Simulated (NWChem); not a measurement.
# AlH3 (SMILES [AlH3]) at 5 levels

We compute a comparison of 5 runs (HF/STO-3G, B3LYP/6-31G*, BP86/def2-SVP, MP2/6-31+G*) of AlH3. 

The results are computed with NWChem 7.3.0.

**1. The system as given**

AlH3 has 4 atoms, charge 0, and is taken as a singlet. As SMILES, `[AlH3]`. Geometry: relaxed at PBE0-D4/def2-TZVP.

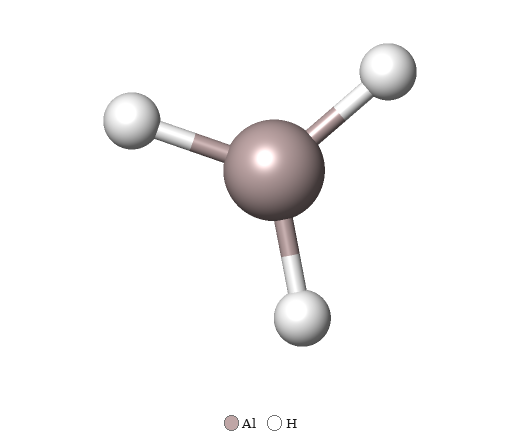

The structure, seen from a chosen angle (aluminium light grey, hydrogen white).

**2. Energy and gradient at HF/STO-3G (run 1)**

mymol.nw reads:

```
start mymol
title "AlH3 hf"
memory 2200 mb

geometry noautosym nocenter noautoz
 Al     0.013700    -0.014800    -0.005100
 H      0.633200     0.670900     1.283600
 H     -1.340800    -0.832000     0.105100
 H      0.749400     0.115700    -1.403900
end

basis "ao basis" spherical bse
 * library STO-3G
end

scf
 thresh 1e-08
 maxiter 80
end

task scf gradient
```

On the command line:

```
$ nwchem mymol.nw > mymol.out
```

What it wrote:

```text
[...]
  functions       =    12
[...]
  wavefunction    = RHF
[...]
         Total SCF energy =   -240.712957957857
      One-electron energy =   -363.611516171147
      Two-electron energy =    109.306366413815
 Nuclear repulsion energy =     13.592191799475
        Time for solution =      0.1s
[...]
                         RHF ENERGY GRADIENTS
    atom               coordinates                        gradient
                 x          y          z           x          y          z
   1 Al      0.025889  -0.027968  -0.009638   -0.000067   0.000070   0.000010
   2 H       1.196574   1.267817   2.425652    0.018327   0.020259   0.038105
   3 H      -2.533745  -1.572252   0.198610   -0.040031  -0.024173   0.003258
   4 H       1.416161   0.218641  -2.652986    0.021771   0.003844  -0.041373
[...]
```

Run time: 0.7 s. Hardware: 1 thread of Intel Xeon Platinum 8259CL at 2.50GHz (Skylake/Cascade Lake), shared host; peak memory 0.099 GiB.

**3. Energy and gradient at B3LYP/6-31G(d) (spherical functions) (run 2)**

struct.nw reads:

```
start struct
memory stack 880 mb heap 220 mb global 1100 mb

geometry units angstrom noautosym nocenter noautoz
  Al       0.013700      -0.014800      -0.005100
  H        0.633200       0.670900       1.283600
  H       -1.340800      -0.832000       0.105100
  H        0.749400       0.115700      -1.403900
end

basis spherical bse
  * library 6-31G*
end

dft
  xc b3lyp
  grid xfine
  convergence energy 1e-08
  maxiter 100
  mulliken
end

task dft gradient
```

On the command line:

```
$ nwchem struct.nw > struct.out
```

What it wrote:

```text
[...]
          Wavefunction type:  closed shell.
          No. of atoms     :     4
          No. of electrons :    16
[...]
          Charge           :     0
          Spin multiplicity:     1
[...]
          AO basis - number of functions:    24
[...]
              XC Information
              --------------
                         B3LYP Method XC Potential
                     Hartree-Fock (Exact) Exchange  0.200
                        Slater Exchange Functional  0.800 local
                    Becke 1988 Exchange Functional  0.720 non-local
              Lee-Yang-Parr Correlation Functional  0.810
                  VWN I RPA Correlation Functional  0.190 local
[...]
 d= 0,ls=0.0,diis     1   -244.1948403305 -2.58D+02  1.36D-02  3.93D-02     0.8
[...]
 d= 0,ls=0.0,diis     6   -244.2031952871 -2.84D-09  3.14D-07  4.01D-11     3.4
         Total DFT energy =     -244.203195287115
      One electron energy =     -365.636467049877
           Coulomb energy =      127.601337093227
    Exchange-Corr. energy =      -19.760257129941
 Nuclear repulsion energy =       13.592191799475
[...]
      Total Density - Mulliken Population Analysis
     ---------------------------------------------
    Atom       Charge   Shell Charges
 -----------   ------   -------------------------------------------------------
    1 Al  13    12.68   2.00  2.00  5.96  0.93  1.20  0.23  0.24  0.11
    2 H    1     1.11   0.49  0.62
    3 H    1     1.11   0.49  0.62
    4 H    1     1.11   0.49  0.62
[...]
  wavefunction    = closed shell
                         DFT ENERGY GRADIENTS
    atom               coordinates                        gradient
                 x          y          z           x          y          z
   1 Al      0.025889  -0.027968  -0.009638   -0.000034   0.000028   0.000011
   2 H       1.196574   1.267817   2.425652   -0.000378  -0.000438  -0.000801
   3 H      -2.533745  -1.572252   0.198610    0.000857   0.000501  -0.000068
   4 H       1.416161   0.218641  -2.652986   -0.000444  -0.000091   0.000859
[...]
```

Wall time 5.1 s (1 thread of Intel Xeon Platinum 8259CL at 2.50GHz (Skylake/Cascade Lake), shared host); peak memory 0.12 GiB.

**4. Energy and gradient at B3LYP/6-31G(d) (Cartesian functions) (run 3)**

alh3.xyz reads:

```xyz
4
AlH3
Al     0.013700    -0.014800    -0.005100
H      0.633200     0.670900     1.283600
H     -1.340800    -0.832000     0.105100
H      0.749400     0.115700    -1.403900
```

run.py reads:

```python
from ase.io import read
from ase.calculators.nwchem import NWChem

atoms = read('alh3.xyz')

calc = NWChem(
    label='alh3',
    theory='dft',
    memory='2200 mb',
    basis='6-31G*',
    dft={'xc': 'b3lyp', 'mult': '1', 'grid': 'xfine', 'convergence': 'energy 1e-08', 'iterations': '100', 'mulliken': None},
)
atoms.calc = calc

forces = atoms.get_forces()
e = atoms.get_potential_energy()
print(f"E = {e:.6f} eV")
print("forces (eV/A):")
for s, f in zip(atoms.symbols, forces):
    print(f"{s:2s} {f[0]:10.5f} {f[1]:10.5f} {f[2]:10.5f}")
print("dipole (e A):", atoms.get_dipole_moment().round(4))
```

On the command line:

```
$ export ASE_NWCHEM_COMMAND="nwchem PREFIX.nwi > PREFIX.nwo"
$ python run.py
```

What it wrote:

```text
E = -6645.147012 eV
forces (eV/A):
Al    0.00175   -0.00144   -0.00057
H     0.01774    0.02062    0.03764
H    -0.04031   -0.02350    0.00324
H     0.02083    0.00432   -0.04031
dipole (e A): [-0.0002  0.0003 -0.    ]
```

The calculator wrote alh3.nwi:

```
title "alh3"

permanent_dir alh3

scratch_dir alh3

start alh3

geometry units angstrom nocenter noautosym noautoz
  Al 1.3700000000000000e-02 -1.4800000000000001e-02 -5.1000000000000004e-03
  H  6.3319999999999999e-01 6.7090000000000005e-01 1.2836000000000001e+00
  H  -1.3408000000000000e+00 -8.3199999999999996e-01 1.0510000000000000e-01
  H  7.4939999999999996e-01 1.1570000000000000e-01 -1.4038999999999999e+00
end

memory 2200 mb

basis noprint
   * library 6-31G*
end

dft
  xc b3lyp
  mult 1
  grid xfine
  convergence energy 1e-08
  iterations 100
  mulliken
end

task dft gradient
```

alh3.nwo:

```text
Northwest Computational Chemistry Package (NWChem) 7.3.0
             --------------------------------------------------------

           Job information
           ---------------

    nwchem branch   = 7.3.0
    use scalapack   = T
    input           = alh3.nwi
    prefix          = alh3.
    data base       = alh3/alh3.db
    status          = startup
    nproc           =        1

           Memory information
           ------------------

    heap     =     72089598 doubles =      550.0 Mbytes
    stack    =     72089595 doubles =      550.0 Mbytes
    global   =    144179200 doubles =     1100.0 Mbytes (distinct from heap & stack)
    total    =    288358393 doubles =     2200.0 Mbytes
    verify   = yes
    hardfail = no

           Directory information
           ---------------------

  0 permanent = alh3
  0 scratch   = alh3

                                NWChem Input Module
                                -------------------

                                       alh3
                                       ----

[... 78 lines left out ...]
  convergence criterion.
[... 17 lines left out ...]
          Convergence on gradient requested:  5.00D-04
[... 25 lines left out ...]
          Convergence aids based upon iterative change in
[... 28 lines left out ...]
 1-e energy   =    -364.970763
[... 35 lines left out ...]
         Total DFT energy =     -244.204650423353
[... 2 lines left out ...]
    Exchange-Corr. energy =      -19.749474751187
[... 253 lines left out ...]
          Convergence on energy requested:  1.00D-08
[... 23 lines left out ...]
          Spatial weights used:  Erf1
[... 4 lines left out ...]
          total energy or number of iterations.
[... 18 lines left out ...]
                            NWChem DFT Gradient Module
                            --------------------------

                                       alh3

  charge          =   0.00
  wavefunction    = closed shell

                         DFT ENERGY GRADIENTS

    atom               coordinates                        gradient
                 x          y          z           x          y          z
   1 Al      0.025889  -0.027968  -0.009638   -0.000034   0.000028   0.000011
   2 H       1.196574   1.267817   2.425652   -0.000345  -0.000401  -0.000732
   3 H      -2.533745  -1.572252   0.198610    0.000784   0.000457  -0.000063
   4 H       1.416161   0.218641  -2.652986   -0.000405  -0.000084   0.000784

                 ----------------------------------------
                 |  Time  |  1-e(secs)   |  2-e(secs)   |
                 ----------------------------------------
                 |  CPU   |       0.00   |       0.12   |
                 ----------------------------------------
                 |  WALL  |       0.00   |       0.12   |
                 ----------------------------------------

 Task  times  cpu:        4.3s     wall:        4.3s
 Total times  cpu:        4.3s     wall:        4.3s
```

Run time: 5.7 s. Hardware: 1 thread of Intel Xeon Platinum 8259CL at 2.50GHz (Skylake/Cascade Lake), shared host; peak memory 0.12 GiB.

Run 4 isn't shown in full; the table further down has it.

**5. Energy and forces at MP2/6-31+G(d) (spherical functions) (run 5)**

m1.nw reads:

```
start m1
memory total 2200 mb
geometry units au noautosym nocenter noautoz
  Al   0.02588925  -0.02796795  -0.00963760
  H    1.19657458   1.26781726   2.42565245
  H   -2.53374479  -1.57225214   0.19861022
  H    1.41616076   0.21864131  -2.65298651
end
basis spherical bse
  Al library 6-31+G*
  H library 6-31+G*
end
scf
  thresh 1e-08
  maxiter 80
  print low
end
mp2
  freeze core 5
  tight
end
task mp2 gradient
```

On the command line:

```
$ nwchem m1.nw > m1.out
```

What it wrote:

```text
[...]
  functions       =    28
[...]
  wavefunction    = RHF
[...]
         Total SCF energy =   -243.616613530131
      One-electron energy =   -365.608465031580
      Two-electron energy =    108.399660689419
 Nuclear repulsion energy =     13.592190812029
        Time for solution =      1.2s
[...]
          Total MP2 energy          -243.669881795022
[...]
                         mp2 ENERGY GRADIENTS
    atom               coordinates                        gradient
                 x          y          z           x          y          z
   1 Al      0.025889  -0.027968  -0.009638   -0.000037   0.000030   0.000011
   2 H       1.196575   1.267817   2.425652   -0.000299  -0.000351  -0.000636
   3 H      -2.533745  -1.572252   0.198610    0.000684   0.000396  -0.000054
   4 H       1.416161   0.218641  -2.652987   -0.000349  -0.000075   0.000679
[...]
```

Wall time 3.9 s (1 thread of Intel Xeon Platinum 8259CL at 2.50GHz (Skylake/Cascade Lake), shared host); peak memory 0.1 GiB.

**6. All runs side by side**

```
run                               level  iteration cap  module  energy (Eh)  dipole moment (D)  HOMO energy (eV)  LUMO energy (eV)  wall time
  1                           HF/STO-3G             80     scf  -240.712958               0.00             -9.15              8.83      0.7 s
  2  B3LYP/6-31G* (spherical functions)            100     dft  -244.203195               0.00             -8.36             -1.93      5.1 s
  3  B3LYP/6-31G* (Cartesian functions)            100     dft  -244.204650               0.00             -8.36             -1.93      5.7 s
  4                       BP86/def2-SVP            100     dft  -244.134612               0.00             -7.40             -2.58      6.3 s
  5   MP2/6-31+G* (spherical functions)             80     mp2  -243.669882               0.00                 –                 –      3.9 s
```

**7. Summary of results**

| quantity | value |
| --- | --- |
| run 5: total energy | -243.66988 Eh |
| run 5: dipole moment (of the density that the program reports) | 0.00 D |
| run 5: correlation energy (5 core orbitals frozen) | -53.3 mEh |
| run 5: largest force on an atom | 0.041 eV/Å |

In words: Over runs 1, 2, 3, 4 the HOMO–LUMO gap runs from 4.82 eV (BP86/def2-SVP) to 17.98 eV (HF/STO-3G). The two ends differ in method and basis. Totals of different functionals can't be ranked against each other. In run 1 the basis is minimal, so the values are rough. All runs together took 22 s, the longest 6.3 s.
